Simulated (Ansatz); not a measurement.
**wB97M-V/STO-3G run of BCl (SMILES [B]Cl)**

Aim: the vertical ionisation energy of BCl at wB97M-V/STO-3G, from 2 runs. 

Program for the calculation: Ansatz 0.2.0.

41 further runs of the same task are left out: 1 that didn't finish, 40 set aside as unsound or not needed.

## (1) The structure to begin with

BCl: 2 atoms, total charge 0, spin state singlet. SMILES: `[B]Cl`. Geometry: relaxed at GFN2-xTB.

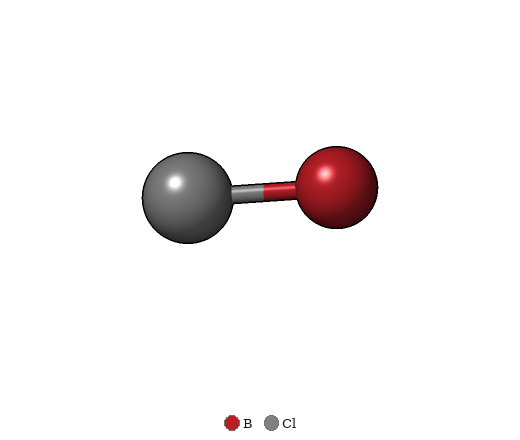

The structure, seen from a chosen angle (boron red, chlorine grey).

## (2) The energy at wB97M-V/STO-3G

File job.yaml:

```yaml
crystal:
  periodic: [false, false, false]
  atoms:
    - {symbol: B, position_ang: [0.000000, 0.000000, 0.000000]}
    - {symbol: Cl, position_ang: [0.000000, 0.000000, 1.578530]}
basis:
  gaussian:
    orbitals: STO-3G
hamiltonian:
  xc: {name: wB97M-V}
accuracy: high
```

Command:

```bash
ansatz run job.yaml --threads 1 --pin off --max-ram 2610MiB --events-out events.jsonl --progress --plain --runs-dir runs
```

Standard output:

```text
Warning: RAYON_NUM_THREADS=1 ignored (pool sized by the plan → 1); use --threads N
Functional definition: wB97M-V
  name "wB97M-V"
  parameter omega = 0.3/bohr
  parameter cx = 0.15
  parameter cx01 = 1.007
  parameter cx10 = 0.259
  parameter css00 = 0.443
  parameter css04 = -1.437
  parameter css10 = -4.535
  parameter css20 = -3.390
  parameter css43 = 4.278
  parameter cos00 = 1.000
  parameter cos10 = 1.358
  parameter cos20 = 2.924
  parameter cos21 = -8.812
  parameter cos60 = -1.390
  parameter cos61 = 9.142
  parameter b = 6.0
  parameter c = 0.01
  gx(w, u) = 1 - cx + cx01*u + cx10*w
  gss(w, u) = css00 + css04*u^4 + css10*w + css20*w^2 + css43*w^4*u^3
  gos(w, u) = cos00 + cos10*w + (cos20 + cos21*u)*w^2 + (cos60 + cos61*u)*w^6
  exchange = spin_sum(e_x_unif_sr(omega)*gx(b97_w, b97_u_x)) + cx*exact_x_sr(omega) + exact_x_lr(omega)
  correlation = spin_sum(e_c_pw_mod_same_spin*gss(b97_w, b97_u_same))
      + integral(e_c_pw_mod_opposite_spin*gos(b97_w_opposite, b97_u_opposite)) + vv10(b, c)
224 factors; integrals over basis functions are off by at most 2.2e-8 eV
97 factors; integrals over basis functions are off by at most 6.3e-10 eV
mean field evaluation 1: about -13051.2484 eV, gradient 1.0e1 eV
mean field evaluation 2: about -13051.6387 eV, gradient 4.7e0 eV
mean field evaluation 4: about -13051.7205 eV, gradient 7.2e-2 eV
mean field evaluation 8: about -13051.7183 eV, gradient 4.2e-4 eV
mean field -13051.71830082 eV, -479.6418007828 hartree, gradient 4.9e-8 eV, S^2 0.000000; 0 other end points of the search recorded, 0 dependent functions left out
reference -13051.71830245 eV, -479.6418008427 hartree; 11, 11 occupied and 3, 3 virtual orbitals, 224 factors
Total energy: -13051.71830245 eV, -479.6418008427 hartree
```

It took 3.6 s on 1 thread of Intel Xeon Platinum 8375C at 2.90GHz (Ice Lake), shared host; peak memory 0.19 GiB.

## (3) The doublet cation at the same level

File run.yaml:

```yaml
basis:
  gaussian: {orbitals: STO-3G}
crystal:
  periodic: [false, false, false]
  atoms:
    - {symbol: B, position_ang: [0.000000, 0.000000, 0.000000]}
    - {symbol: Cl, position_ang: [0.000000, 0.000000, 1.578530]}
total_charge: 1
accuracy: high
hamiltonian: {xc: {name: wB97M-V}}
magnetization: {spin_polarized: true, initial_magnetization: 1}
```

Command:

```bash
ansatz run run.yaml --threads 1 --pin off --max-ram 2610MiB --events-out events.jsonl --progress --plain --runs-dir runs
```

Standard output, shortened:

```text
Warning: RAYON_NUM_THREADS=1 ignored (pool sized by the plan → 1); use --threads N
[... 2 set-up lines as earlier in the session ...]
[...]
  gx(w, u) = 1 - cx + cx01*u + cx10*w
  gss(w, u) = css00 + css04*u^4 + css10*w + css20*w^2 + css43*w^4*u^3
  gos(w, u) = cos00 + cos10*w + (cos20 + cos21*u)*w^2 + (cos60 + cos61*u)*w^6
[...]
      + integral(e_c_pw_mod_opposite_spin*gos(b97_w_opposite, b97_u_opposite)) + vv10(b, c)
224 factors; integrals over basis functions are off by at most 2.2e-8 eV
97 factors; integrals over basis functions are off by at most 6.3e-10 eV
[...]
mean field -13043.68643046 eV, -479.3466349913 hartree, gradient 1.5e-8 eV, S^2 0.758156; 0 other end points of the search recorded, 0 dependent functions left out
reference -13043.68643207 eV, -479.3466350504 hartree; 11, 10 occupied and 3, 4 virtual orbitals, 224 factors
Total energy: -13043.68643207 eV, -479.3466350504 hartree
```

It took 6.3 s on 1 thread of Intel Xeon Platinum 8375C at 2.90GHz (Ice Lake), shared host; peak memory 0.32 GiB.

## (4) Summary of results

Level: wB97M-V/STO-3G.

| quantity | value |
| --- | --- |
| singlet BCl: total energy | -479.64180 Eh |
| doublet cation: total energy | -479.34664 Eh |
| doublet cation: ⟨S²⟩ | 0.758 |
| vertical ionisation energy (to the doublet cation) | 8.032 eV |

The vertical ionisation energy comes to 8.03 eV (185 kcal/mol). In a minimal basis such a difference can be off by several eV, whatever the method.
